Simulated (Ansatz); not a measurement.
# SiGeC (quintet): correlated methods under varied settings

What do other methods and options give for SiGeC (quintet) at this geometry, and how long do they take?

Program: Ansatz 0.2.0, Gaussian basis. Level of theory: the settings change from run to run. These are calculated values, not measurements.

25 further runs of the same task are left out: 11 that didn't finish, 14 set aside as unsound or not needed. Runs told in other sessions of the task aren't counted.

## 1. The system

The geometry is a PBE0/def2-TZVP stationary point (not a proven minimum) of the parent state, kept for this charge and spin. No spin-orbit coupling is included. The filled d shell of Ge may be among the frozen orbitals whatever the setting's name suggests.

3 atoms, charge 0, spin multiplicity 5.

Atoms are counted from 1 here; the program's logs count them from 0.

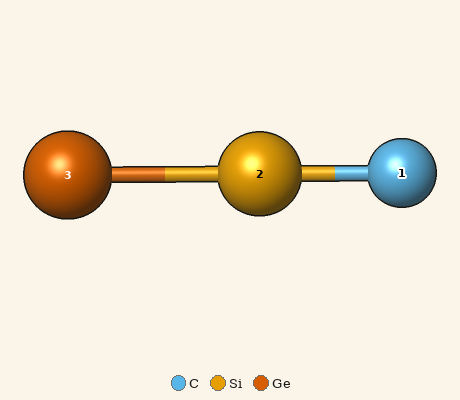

The structure; carbon blue, silicon amber, germanium orange; atoms are numbered from 1 in the order of the file.

## 2. MP2 on ROHF/cc-pVDZ

Input file in.yaml:

```yaml
crystal:
  periodic: [false, false, false]
  atoms:
    - {symbol: C, position_ang: [0.000000, 0.000000, -1.888667]}
    - {symbol: Si, position_ang: [0.000000, 0.000000, -0.197067]}
    - {symbol: Ge, position_ang: [0.000000, 0.000000, 2.085733]}
basis:
  gaussian: {orbitals: cc-pVDZ}
magnetization: {spin_polarized: false, initial_magnetization: 4}
correlation: {method: mp2, electrons: outside_noble_gas}
accuracy: high
output: {forces: true}
```

Command:

```bash
$ ansatz run in.yaml --threads 1 --pin off --events-out ev --progress --plain --max-ram 2393MiB
```

Standard output:

```text
Functional definition: HF
  name "HF"
  cite "Fock, Z. Phys. 61, 126 (1930) doi:10.1007/BF01340294"
  parent pbe
  exchange = exact_x
  correlation = 0
1136 factors; integrals over basis functions are off by at most 4.4e-9 eV
mean field evaluation 1: about -65356.6214 eV, gradient 1.4e1 eV
mean field evaluation 2: about -65356.6352 eV, gradient 1.4e1 eV
mean field evaluation 4: about -65358.3362 eV, gradient 3.6e0 eV
mean field evaluation 8: about -65359.0104 eV, gradient 5.6e-1 eV
mean field evaluation 16: about -65359.0156 eV, gradient 6.8e-7 eV
mean field evaluation 32: about -65356.2653 eV, gradient 4.1e0 eV
mean field evaluation 64: about -65359.0156 eV, gradient 1.5e-2 eV
mean field evaluation 96: about -65358.9498 eV, gradient 9.6e-1 eV
mean field evaluation 128: about -65358.9786 eV, gradient 7.4e-1 eV
mean field -65359.01558338 eV, -2401.8995207574 hartree, gradient 3.2e-8 eV, S^2 6.000000; 12 other end points of the search recorded, 0 dependent functions left out
mean field evaluation 160: about -65359.1721 eV, gradient 4.0e-1 eV
20 core orbitals not correlated: weight in the atoms' cores, before any rotation towards them, 1.000 or more for the frozen orbitals, at most 0.000 for the correlated occupied ones
reference -65359.01558338 eV, -2401.8995207574 hartree; 8, 4 occupied and 31, 35 virtual orbitals, 1136 factors
second order -5.96015445 eV of doubles, -0.16985984 eV of singles
the calculation of the forces begins
Total energy: -65365.14559767 eV, -2402.1247946274 hartree
Atom 0 at     0.000000     0.000000    -1.888667 Å, force     0.000000     0.000000    -1.985810 eV/Å
Atom 1 at     0.000000     0.000000    -0.197067 Å, force    -0.000000    -0.000000     1.204704 eV/Å
Atom 2 at     0.000000     0.000000     2.085733 Å, force     0.000000     0.000000     0.781107 eV/Å
Dipole moment:    -0.000000    -0.000000     0.068188 e Å
```

It took 13 s on 1 thread of Arm Neoverse V2, shared host.

## 3. CCSD on UHF/cc-pVDZ

Input file in.yaml:

```yaml
crystal:
  periodic: [false, false, false]
  atoms:
    - {symbol: C, position_ang: [0.000000, 0.000000, -1.888667]}
    - {symbol: Si, position_ang: [0.000000, 0.000000, -0.197067]}
    - {symbol: Ge, position_ang: [0.000000, 0.000000, 2.085733]}
basis:
  gaussian: {orbitals: cc-pVDZ}
magnetization: {spin_polarized: true, initial_magnetization: 4}
correlation: {method: ccsd, electrons: valence}
```

The command is unchanged.

Standard output, cut to the lines that bear on the results:

```text
Functional definition: HF
  name "HF"
  cite "Fock, Z. Phys. 61, 126 (1930) doi:10.1007/BF01340294"
  parent pbe
[...]
647 factors; integrals over basis functions are off by at most 9.3e-4 eV
[...]
mean field -65359.82498196 eV, -2401.9292656064 hartree, gradient 2.2e-6 eV, S^2 6.355484; 8 other end points of the search recorded, 0 dependent functions left out
determinant -65359.82498196 eV, -2401.9292656064 hartree, with singles and doubles -65366.76374619 eV, -2402.1842604888 hartree
determinant -65359.17410595 eV, -2401.9053463542 hartree, with singles and doubles -65366.26870138 eV, -2402.1660679274 hartree
determinant -65359.14627513 eV, -2401.9043235904 hartree, with singles and doubles -65366.42458982 eV, -2402.1717967221 hartree
determinant -65356.78477402 eV, -2401.8175400253 hartree, with singles and doubles -65363.44635961 eV, -2402.0623487806 hartree
determinant -65356.51930833 eV, -2401.8077843412 hartree, with singles and doubles -65363.80311085 eV, -2402.0754591467 hartree
determinant -65359.82498196 eV, -2401.9292656064 hartree, with singles and doubles -65366.78745376 eV, -2402.1851317259 hartree
determinant -65359.17410595 eV, -2401.9053463542 hartree, with singles and doubles -65366.26961739 eV, -2402.1661015903 hartree
determinant -65359.14627513 eV, -2401.9043235904 hartree, with singles and doubles -65366.69646946 eV, -2402.1817881143 hartree
15 core orbitals not correlated: weight in the atoms' cores, before any rotation towards them, 1.000 or more for the frozen orbitals, at most 0.000 for the correlated occupied ones
reference -65359.82498196 eV, -2401.9292656064 hartree; 13, 9 occupied and 31, 35 virtual orbitals, 647 factors
second order -5.63167540 eV of doubles, -0.00000000 eV of singles
cycle   1  -6.96246746 eV  change    4.3e-6 eV  update   4.2e-6
Total energy: -65366.78744942 eV, -2402.1851315664 hartree
```

Run time: 26 s. Hardware: 1 thread of Arm Neoverse V2, shared host.

From the report: ⟨S²⟩ of the determinant 6.355 (pure quintet: 6.00); correlation -6.9625 eV; T1 0.043; largest double amplitude 0.09.

## 4. MP2 on UHF/6-31G*

in.yaml, as its differences from that of step 3:

```diff
@@ -7,4 +7,4 @@
 basis:
-  gaussian: {orbitals: cc-pVDZ}
+  gaussian: {orbitals: "6-31G*"}
 magnetization: {spin_polarized: true, initial_magnetization: 4}
-correlation: {method: ccsd, electrons: valence}
+correlation: {method: mp2, electrons: outside_noble_gas}
```

Same command.

Standard output, cut to the lines that bear on the results:

```text
Functional definition: HF
  name "HF"
  cite "Fock, Z. Phys. 61, 126 (1930) doi:10.1007/BF01340294"
  parent pbe
[...]
621 factors; integrals over basis functions are off by at most 7.6e-4 eV
[...]
mean field -65352.33039348 eV, -2401.6538445599 hartree, gradient 3.6e-6 eV, S^2 6.366560; 7 other end points of the search recorded, 0 dependent functions left out
20 core orbitals not correlated: weight in the atoms' cores, before any rotation towards them, 1.000 or more for the frozen orbitals, at most 0.000 for the correlated occupied ones
reference -65352.33039348 eV, -2401.6538445599 hartree; 8, 4 occupied and 41, 45 virtual orbitals, 621 factors
second order -5.04107398 eV of doubles, -0.00000000 eV of singles
Total energy: -65357.37146746 eV, -2401.8391006115 hartree
```

Run time: 4.8 s. Hardware: 1 thread of Arm Neoverse V2, shared host.

From the report: ⟨S²⟩ of the determinant 6.367 (pure quintet: 6.00).

## 5. BCCD(T) on ROHF/cc-pVDZ

Input file in.yaml:

```yaml
crystal:
  periodic: [false, false, false]
  atoms:
    - {symbol: C, position_ang: [0.000000, 0.000000, -1.888667]}
    - {symbol: Si, position_ang: [0.000000, 0.000000, -0.197067]}
    - {symbol: Ge, position_ang: [0.000000, 0.000000, 2.085733]}
basis:
  gaussian: {orbitals: cc-pVDZ}
magnetization: {spin_polarized: false, initial_magnetization: 4}
correlation: {method: bccd_t, electrons: outside_noble_gas}
accuracy: high
```

Launched as before.

Standard output, cut to the lines that bear on the results:

```text
Functional definition: HF
  name "HF"
  cite "Fock, Z. Phys. 61, 126 (1930) doi:10.1007/BF01340294"
  parent pbe
[...]
1136 factors; integrals over basis functions are off by at most 4.4e-9 eV
[...]
mean field -65359.01558338 eV, -2401.8995207574 hartree, gradient 3.2e-8 eV, S^2 6.000000; 20 other end points of the search recorded, 0 dependent functions left out
[...]
determinant -65359.01558338 eV, -2401.8995207574 hartree, with singles and doubles -65366.27051596 eV, -2402.1661346121 hartree
determinant -65358.96575448 eV, -2401.8976895790 hartree, with singles and doubles -65365.79735985 eV, -2402.1487464456 hartree
determinant -65358.93954947 eV, -2401.8967265625 hartree, with singles and doubles -65366.23640031 eV, -2402.1648808849 hartree
determinant -65358.88635965 eV, -2401.8947718729 hartree, with singles and doubles -65366.26015128 eV, -2402.1657537171 hartree
[...]
determinant -65358.96575448 eV, -2401.8976895790 hartree, with singles and doubles -65365.79818939 eV, -2402.1487769307 hartree
determinant -65358.93954947 eV, -2401.8967265625 hartree, with singles and doubles -65366.26260502 eV, -2402.1658438902 hartree
determinant -65358.88635965 eV, -2401.8947718729 hartree, with singles and doubles -65366.27064341 eV, -2402.1661392958 hartree
[...]
20 core orbitals not correlated: weight in the atoms' cores, before any rotation towards them, 1.000 or more for the frozen orbitals, at most 0.000 for the correlated occupied ones
reference -65359.01558338 eV, -2401.8995207574 hartree; 8, 4 occupied and 31, 35 virtual orbitals, 1136 factors
second order -5.96015445 eV of doubles, -0.16985984 eV of singles
cycle   1  -7.24363467 eV  change    2.2e-2 eV  update   3.2e-2
[...]
cycle  30  -7.25895383 eV  change   8.3e-10 eV  update  8.6e-10
perturbative correction -0.41790870 eV, -0.0153578615 hartree
Total energy: -65366.69244591 eV, -2402.1816402518 hartree
```

It took 38 s on 1 thread of Arm Neoverse V2, shared host.

From the report: correlation -7.6769 eV; largest double amplitude 0.08.

## 6. NEVPT2(10,8)/cc-pVDZ

in.yaml, as its differences from that of step 5:

```diff
@@ -9,3 +9,4 @@
 magnetization: {spin_polarized: false, initial_magnetization: 4}
-correlation: {method: bccd_t, electrons: outside_noble_gas}
+correlation: {method: sc_nevpt2, electrons: outside_noble_gas, active_space: {window: {electrons: 10, orbitals: 8}}}
 accuracy: high
+output: {forces: true}
```

The command is unchanged.

Standard output, cut to the lines that bear on the results:

```text
Functional definition: HF
  name "HF"
  cite "Fock, Z. Phys. 61, 126 (1930) doi:10.1007/BF01340294"
  parent pbe
[...]
1136 factors; integrals over basis functions are off by at most 4.4e-9 eV
[...]
mean field -65359.01558338 eV, -2401.8995207574 hartree, gradient 3.2e-8 eV, S^2 6.000000; 12 other end points of the search recorded, 0 dependent functions left out
reference -65359.01558338 eV, -2401.8995207574 hartree; 28, 24 occupied and 31, 35 virtual orbitals, 1136 factors
state -65360.15914048 eV, -2401.9415457056 hartree
state -65360.15914048 eV, -2401.9415457056 hartree; corrected -65365.14011918 eV, -2402.1245932967 hartree
state -65359.33972131 eV, -2401.9114326066 hartree
state -65359.33972131 eV, -2401.9114326066 hartree; corrected -65364.35715417 eV, -2402.0958198630 hartree
state -65360.15914048 eV, -2401.9415457056 hartree; corrected -65365.14011918 eV, -2402.1245932967 hartree
[...]
Total energy: -65365.14011918 eV, -2402.1245932967 hartree
Atom 0 at     0.000000     0.000000    -1.888667 Å, force     0.000000     0.000000    -2.164615 eV/Å
Atom 1 at     0.000000     0.000000    -0.197067 Å, force    -0.000000    -0.000000     1.383292 eV/Å
Atom 2 at     0.000000     0.000000     2.085733 Å, force     0.000000     0.000000     0.781323 eV/Å
Dipole moment:     0.000000    -0.000000     0.086371 e Å
```

It took 47 s on 1 thread of Arm Neoverse V2, shared host.

From the report: 102 determinants; active occupations 2.00, 1.99, 1.88, 1.01, 1.00, 1.00, 1.00, 0.13.

## 7. CCSDT on ROHF/6-31G

Input file in.yaml:

```yaml
crystal:
  periodic: [false, false, false]
  atoms:
    - {symbol: C, position_ang: [0.000000, 0.000000, -1.888667]}
    - {symbol: Si, position_ang: [0.000000, 0.000000, -0.197067]}
    - {symbol: Ge, position_ang: [0.000000, 0.000000, 2.085733]}
basis:
  gaussian: {orbitals: 6-31G}
magnetization: {spin_polarized: false, initial_magnetization: 4}
correlation: {method: ccsdt, electrons: outside_noble_gas}
accuracy: high
```

Launched as before.

Standard output, cut to the lines that bear on the results:

```text
Functional definition: HF
  name "HF"
  cite "Fock, Z. Phys. 61, 126 (1930) doi:10.1007/BF01340294"
  parent pbe
[...]
892 factors; integrals over basis functions are off by at most 4.1e-9 eV
[...]
mean field -65349.10809510 eV, -2401.5354272784 hartree, gradient 2.9e-8 eV, S^2 6.000000; 19 other end points of the search recorded, 0 dependent functions left out
[...]
determinant -65349.10809510 eV, -2401.5354272784 hartree, with singles and doubles -65353.59362181 eV, -2401.7002673446 hartree
determinant -65348.91893733 eV, -2401.5284758586 hartree, with singles and doubles -65353.63765878 eV, -2401.7018856736 hartree
determinant -65348.89735335 eV, -2401.5276826620 hartree, with singles and doubles -65353.62772478 eV, -2401.7015206058 hartree
determinant -65348.30370717 eV, -2401.5058665674 hartree, with singles and doubles -65352.43836688 eV, -2401.6578125090 hartree
[...]
determinant -65345.77750273 eV, -2401.4130302665 hartree, with singles and doubles -65350.56625700 eV, -2401.5890137399 hartree
determinant -65349.10809510 eV, -2401.5354272784 hartree, with singles and doubles -65353.63470921 eV, -2401.7017772790 hartree
determinant -65348.91893733 eV, -2401.5284758586 hartree, with singles and doubles -65353.64782360 eV, -2401.7022592238 hartree
determinant -65348.89735335 eV, -2401.5276826620 hartree, with singles and doubles -65353.63855789 eV, -2401.7019187153 hartree
[...]
20 core orbitals not correlated: weight in the atoms' cores, before any rotation towards them, 0.999 or more for the frozen orbitals, at most 0.001 for the correlated occupied ones
reference -65348.91893733 eV, -2401.5284758586 hartree; 8, 4 occupied and 23, 27 virtual orbitals, 892 factors
second order -3.65370998 eV of doubles, -0.17656298 eV of singles
cycle   1  -4.21179172 eV  change   -3.7e-1 eV  update   1.3e-1
[...]
cycle  38  -4.99382393 eV  change  -7.9e-10 eV  update  8.4e-10
Total energy: -65353.91276126 eV, -2401.7119955031 hartree
```

Run time: 40 s. Hardware: 1 thread of Arm Neoverse V2, shared host.

From the report: correlation -4.9938 eV; T1 0.067; largest double amplitude 0.13.

## 8. All runs side by side

```csv
level,correlated,functions,energy (eV),time
MP2 on ROHF/cc-pVDZ,outside noble gas,59,-65365.1456,13 s
CCSD on UHF/cc-pVDZ,valence,59,-65366.7874,26 s
MP2 on UHF/6-31G*,outside noble gas,69,-65357.3715,4.8 s
BCCD(T) on ROHF/cc-pVDZ,outside noble gas,59,-65366.6924,38 s
"NEVPT2(10,8)/cc-pVDZ",outside noble gas,59,-65365.1401,47 s
CCSDT on ROHF/6-31G,outside noble gas,51,-65353.9128,40 s
```

## 9. Outcome

```
quantity                       value
    runs                           6
quickest    MP2 on UHF/6-31G*, 4.8 s
 slowest  NEVPT2(10,8)/cc-pVDZ, 47 s
```

**Reading.** Total energies in different bases, with other cores or another treatment of relativity can't be set against each other. «valence» and «outside noble gas» are the program's key words; the logs give how many orbitals each freezes, and for Ga to Kr the 3d shell needn't follow the word's plain sense. NEVPT2(10,8)/cc-pVDZ took 10 times as long as MP2 on UHF/6-31G*; the jobs differ in more than the method.
